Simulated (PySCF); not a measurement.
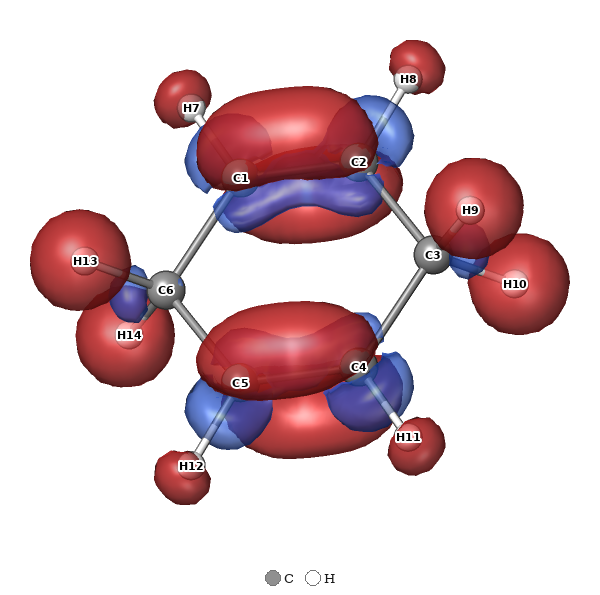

Figure 1: C$_{6}$H$_{8}$, SMILES `C1=CCC=CC1`. Fukui function f⁻ = ρ(N) − ρ(N−1) at fixed geometry, surfaces at ±0.03 e/Å³ (red positive, blue negative).

PySCF calculation, M06-2X/6-311+G**, gas phase; geometry: GFN2-xTB. No frequency check shows the geometry to be a minimum.

The calculation's input:

```python
import numpy as np
from pyscf import gto, scf, dft
from pyscf.scf import atom_ks, atom_hf
from scipy.linalg import block_diag

def solve(mol, dm0=None, hcore=None):
    mf = (dft.UKS if mol.spin else dft.RKS)(mol, xc='m062x')
    mf.grids.level = 3
    mf = mf.density_fit(auxbasis='def2-universal-jkfit')
    mf.conv_tol, mf.max_cycle = 1e-8, 80
    if hcore is not None:
        mf.get_hcore = lambda *args: hcore
    mf.kernel(dm0)
    if not mf.converged:
        mf = mf.newton().run(mf.mo_coeff, mf.mo_occ, max_cycle=30)
    assert mf.converged, 'SCF not converged'
    return mf

mol = gto.M(atom='''
C     -0.65837     1.24548    -0.00091
C      0.66233     1.24338     0.00066
C      1.49144    -0.00189     0.00034
C      0.65837    -1.24548    -0.00091
C     -0.66233    -1.24338     0.00066
C     -1.49144     0.00189     0.00034
H     -1.20754     2.17787    -0.00212
H      1.21448     2.17401     0.00187
H      2.15138    -0.00456     0.87681
H      2.15138    -0.00229    -0.87706
H      1.20754    -2.17787    -0.00212
H     -1.21448    -2.17401     0.00187
H     -2.15138     0.00456     0.87681
H     -2.15138     0.00229    -0.87706
''', basis='6-311+g**', charge=0, spin=0, verbose=4)
mf = solve(mol)
out = dict(e0=mf.e_tot, dm0=mf.make_rdm1(), c=mf.mo_coeff, occ=mf.mo_occ, eps=mf.mo_energy)
for name, dq, spin in [('cation', 1, 1), ('anion', -1, 1)]:
    ion = mol.copy().set(charge=mol.charge + dq, spin=spin).build()
    mi = solve(ion)
    if spin and dq > 0 and mol.nao < 130:
        c, _, stable, _ = mi.stability(return_status=True)
        if not stable:
            mi = solve(ion, mi.make_rdm1(c, mi.mo_occ))
    print(name, 'vertical energy change / eV', (mi.e_tot - mf.e_tot) * 27.211386)
    out.update({'e_' + name: mi.e_tot, 'dm_' + name: mi.make_rdm1(), 's2_' + name: mi.spin_square()[0], 'eps_' + name: mi.mo_energy, 'occ_' + name: mi.mo_occ})
# spherically averaged free atoms, for the promolecule
atm = atom_ks.get_atm_nrks(mol, xc='m062x')
pro = block_diag(*[(atm[a[0]][2] * atm[a[0]][3]) @ atm[a[0]][2].T for a in mol._atom])
np.savez('result.npz', pro=pro, **out)
```

Launched as:

```sh
OMP_NUM_THREADS=1 python input.py
```

The run took 6.4 min on 1 thread of Arm Neoverse V1, with other jobs on the host, peak memory 1 GiB.

Partitions, critical points and surface values were worked out afterwards from this run's density.

Q: Which atoms respond most to the removal of an electron?

A: f⁻ (Hirshfeld-condensed) is largest on C1, C2, C4 and C5 (0.10 each) and H9, H10, H13 and H14 (0.07 each); the vertical ionisation energy is 8.97 eV (the stability of the cation's solution wasn't checked). Condensed values hint at sites of electrophilic attack but needn't mark the atom that reacts. Shares this close don't rank the sites. Orbital relaxation makes it negative in places (0.16 e in all).

| atom | f⁻ | charge |
| --- | --- | --- |
| C1 | +0.10 | −0.06 |
| C2 | +0.10 | −0.06 |
| C3 | +0.05 | −0.08 |
| C4 | +0.10 | −0.06 |
| C5 | +0.10 | −0.06 |
| C6 | +0.05 | −0.08 |
| H7 | +0.05 | +0.05 |
| H8 | +0.05 | +0.05 |
| H9 | +0.07 | +0.05 |
| H10 | +0.07 | +0.05 |
| H11 | +0.05 | +0.05 |
| H12 | +0.05 | +0.05 |
| H13 | +0.07 | +0.05 |
| H14 | +0.07 | +0.05 |
